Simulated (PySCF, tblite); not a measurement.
# C₇H₉NSi: geometry, infrared bands and NMR shifts

Wanted: the infrared bands and NMR shifts of C₇H₉NSi (`[H]/N=C\C1=C[C@@]2([SiH3])C=C[C@@H]12`), by calculation.

Computed with tblite 0.8.0 and PySCF 2.14.0, with density-fitted response routines of our own, on a single molecule in the gas phase. Atoms are numbered from 0 throughout.

## 1. Starting geometry

18 atoms, charge 0, multiplicity 1; geometry from: force field or distance geometry start.

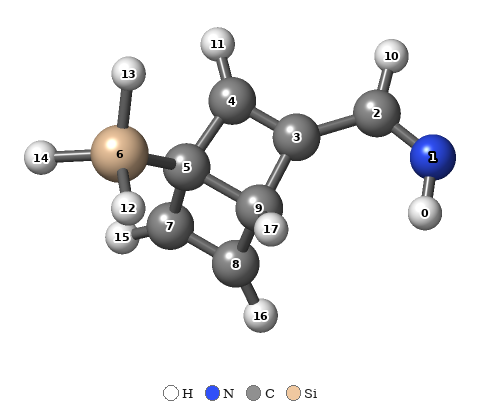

The starting geometry (hydrogen white, nitrogen blue, carbon grey, silicon light orange), atoms numbered.

## 2. Geometry optimisation with GFN2-xTB

Job settings and geometry (Å):

```
{"job": {"kind": "relax", "xc": "GFN2-xTB", "basis": "xTB"}, "charge": 0, "multiplicity": 1}
H      2.578600    -1.772900     1.201000
N      3.156700    -0.994300     0.811200
C      2.637400    -0.003000     0.199300
C      1.186900     0.125900    -0.025600
C      0.476000     1.054900    -0.617600
C     -0.776100     0.347700    -0.349200
Si    -2.049000     1.244400     0.635400
C     -1.208500    -0.693700    -1.259300
C     -0.490500    -1.648000    -0.653000
C      0.025400    -0.701400     0.338100
H      3.332200     0.757600    -0.167800
H      0.708300     1.980400    -1.129300
H     -2.528400     0.530800     1.819300
H     -1.472800     2.567800     0.987200
H     -3.185900     1.551300    -0.250100
H     -1.885400    -0.714100    -2.114800
H     -0.357100    -2.714100    -0.830500
H     -0.156600    -0.912900     1.393900
```

Launch:

```bash
$ OMP_NUM_THREADS=1 python probes_run.py task.json out
```

The driver reads the jobs from task.json and runs them one after another.

**Question.** This job is followed by: GFN2-xTB harmonic vibrations, gas phase; GIAO PBE0/pcSseg-1 NMR shielding, non-relativistic, gas phase. What will the session give for the following? strongest single infrared mode (GFN2-xTB); zero-point energy (GFN2-xTB); 13C shifts against TMS (PBE0/pcSseg-1); 1H shifts against TMS (PBE0/pcSseg-1, means over atoms taken as alike); 15N shifts against NH3 (PBE0/pcSseg-1); 29Si shifts against TMS (PBE0/pcSseg-1); surface potential, least and greatest.

The runs gave:

```
                                                              quantity                                              value
                             strongest single infrared mode (GFN2-xTB)                               783 cm⁻¹, 520 km/mol
                                          zero-point energy (GFN2-xTB)                                      82.0 kcal/mol
                                13C shifts against TMS (PBE0/pcSseg-1)  166.8, 156.5, 156.3, 156.2, 149.3, 51.8, 47.9 ppm
1H shifts against TMS (PBE0/pcSseg-1, means over atoms taken as alike)      10.96, 8.40, 6.97, 6.92, 6.89, 4.10, 3.90 ppm
                                15N shifts against NH3 (PBE0/pcSseg-1)                                          349.7 ppm
                               29Si shifts against TMS (PBE0/pcSseg-1)                                          -73.2 ppm
                                 surface potential, least and greatest                                 -1.92 V and 1.22 V
```

In words: The optimisation took 117 steps and gained 0.606 eV; among the close pairs (by a distance rule), C5–C9 changed most, from 1.488 to 1.567 Å. No mode is imaginary among the 48: a minimum at this level. The strongest single mode, at 783 cm⁻¹, is spread over several atoms, H14, H13, H12 among them. Unscaled tight-binding wavenumbers are off by several per cent, some by more. Its intensities can rank the bands wrongly. At PBE0/pcSseg-1: Shielding is most anisotropic at N1 (span 675 ppm, paramagnetic term -408 ppm). By nearest atom (PBE0/pcSseg-1), the HOMO sits on C3, C4 about 23 % each; N1 14 % and the LUMO on C4 23 %; N1 20 %.
